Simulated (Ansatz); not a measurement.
Results of LDA (PAW; Ansatz, a first-principles code) for B20 (FeSi-type) CoSi.

Settings: plane-wave cutoff 520 eV, 12×12×12 k mesh, Fermi–Dirac smearing 0.05 eV, no spin polarisation, scalar-relativistic PAW data made under PBE.

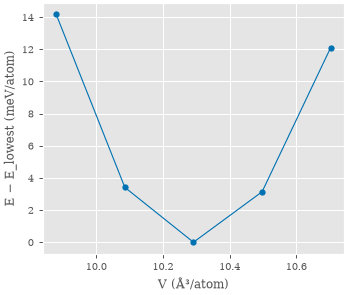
Fig. 1. Total energy against volume

Question: From the curve, estimate the equilibrium volume and the bulk modulus.

Answer: V0 ≈ 10.3 Å³/atom and B0 ≈ 250 GPa; the fit gives V0 = 10.292 Å³/atom, B0 = 254 GPa, B′ = 4.8.

Shape and atoms are relaxed at each volume.

Measured, for comparison: bulk modulus 207 GPa (temperature not stated, not corrected to a static lattice; as tabulated in Electronic Structure of B20 (FeSi-Type) Transition-Metal Monosilicides …); equilibrium volume per atom 10.97 Å³/atom (temperature not stated, not corrected to a static lattice; as tabulated in Wikipedia's data pages). Computed (rounded) less measured: bulk modulus +23 %, equilibrium volume per atom -6.2 %.

Note: the bulk modulus comes from volumes at which shape and atoms were relaxed.

Computing time: very roughly 20 core-minutes.
